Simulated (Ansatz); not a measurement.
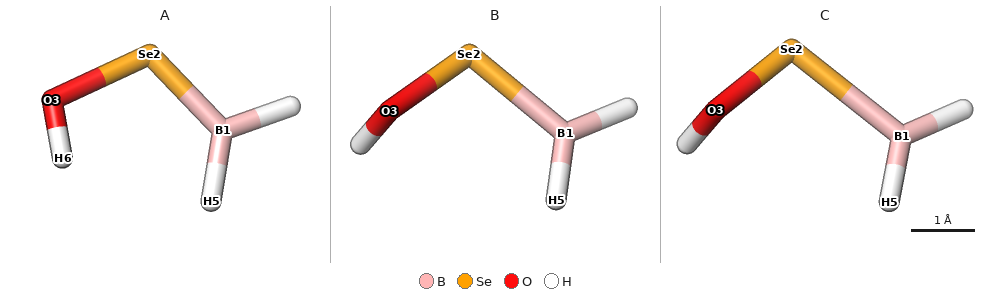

Frames of a one-coordinate scan of BH3SeO. The picture is a stick view, seen at a tilt.

Single-point energies from Ansatz with CCSD(T) in the def2-TZVPP basis, on geometries relaxed under the constraint at PBE0-D4/def2-TZVP. Coupled cluster with a frozen core. Energies are counted from the PBE0-D4/def2-TZVP minimum geometry at the same level.

What is being scanned?

Answer. The B–Se bond length is varied, with all other coordinates relaxed. In the frames the distance is 1.688 Å (A), 1.993 Å (B), 2.250 Å (C). Their energies are 47.8 kJ/mol, 9.4 kJ/mol, 75.5 kJ/mol.
